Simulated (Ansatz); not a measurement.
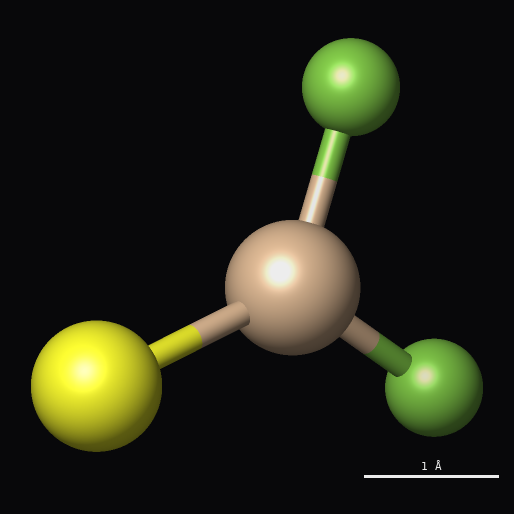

Ball-and-stick drawing of a structure. Colours: silicon light orange, sulfur yellow, fluorine green.

**Give the formula.**

SiSF2, 4 atoms: 1 silicon, 1 sulfur and 2 fluorine.

**How many sets of symmetry-equivalent atoms are there?**

3: 1 Si, 1 S, 2 F.

**Count the bonded pairs by element.**

2 F–Si, 1 S–Si. Sticks follow a distance rule.

**Which point group does it belong to?**

C2v.

More results for the same structure follow; atom numbers are the same in all pictures, views and colours differ. The geometry was computed by an optimisation with PBE0-D4/def2-TZVP.

### Shape

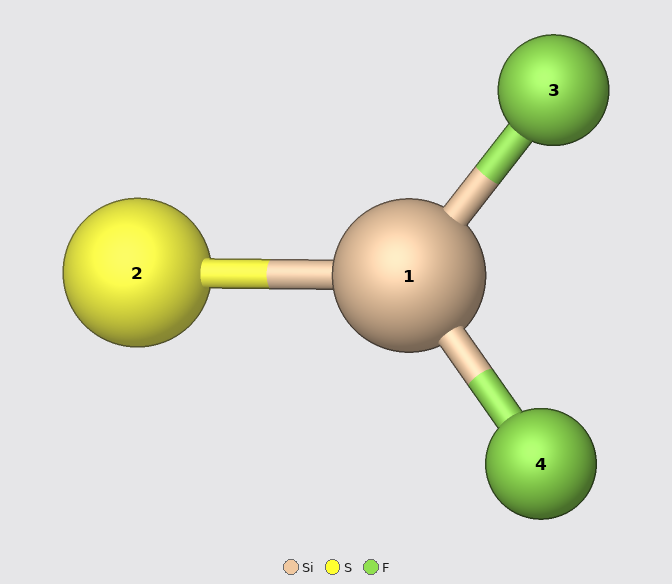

Give the bond lengths.

```csv
bond,length (Å)
Si1–S2,1.915
Si1–F3,1.570
Si1–F4,1.570
```

### Dipole moment

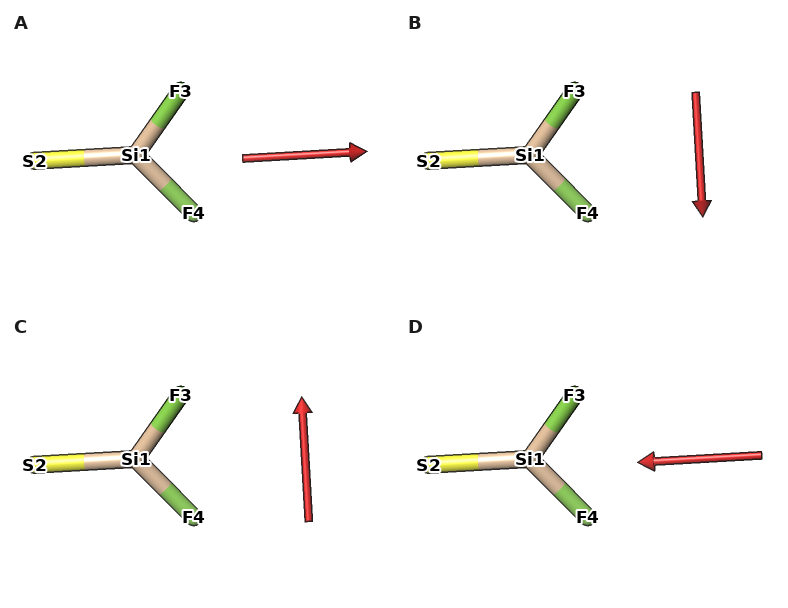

The same molecule four times, each with an arrow. Method: RKS PBE0-D4/def2-TZVP (Ansatz 0.2.0).

**Which arrow points along the dipole moment, from the negative to the positive end?**

A. The dipole moment is 1.15 D; it points from the side of S2 to the side of F3, F4 (the outermost atoms at the two ends).

### Vibrations

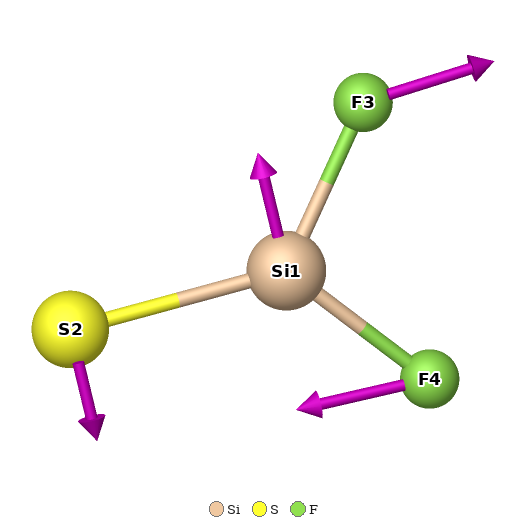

The arrows show one normal mode. Harmonic vibrations computed with RKS PBE0-D4/def2-TZVP (Ansatz 0.2.0) at a stationary point of the same level.

**Describe the motion.**

Mostly F–Si–S bending.

**Estimate its harmonic wavenumber.**

247 cm⁻¹; it is mode 1 of 6 counted from the lowest.

### Electronic properties

Level of theory: RKS PBE0-D4/def2-TZVPP (Ansatz 0.2.0).

**What is the HOMO energy (Kohn–Sham orbital)?**

−8.04 eV.

**Give the LUMO energy (Kohn–Sham orbital) at this level.**

−1.66 eV.
